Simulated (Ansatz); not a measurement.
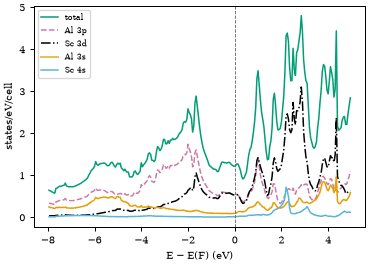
*Total and projected density of states of ScAl₃ (Cu3Au type, Pm-3m), the program Ansatz at the r²SCAN level (PAW)*

### Question
Which orbitals carry the states next to the Fermi level?

### Answer
Within 0.5 eV of the Fermi level: Al 3p 43 %, Sc 3d 42 %, Al 3s 9 %. Projections are on Löwdin-orthogonalised atomic valence shells; empty p or d shells of many metals are not among them.

### Question
Where is the tallest occupied peak in this window, and what makes it?

### Answer
Near -1.6 eV, about 2.9 states/eV per cell; the largest projected share is Al 3p.

The r²SCAN relaxation kept the symmetry of its start. No spin polarisation was allowed.

Potentials: the later of the program's two PAW sets.
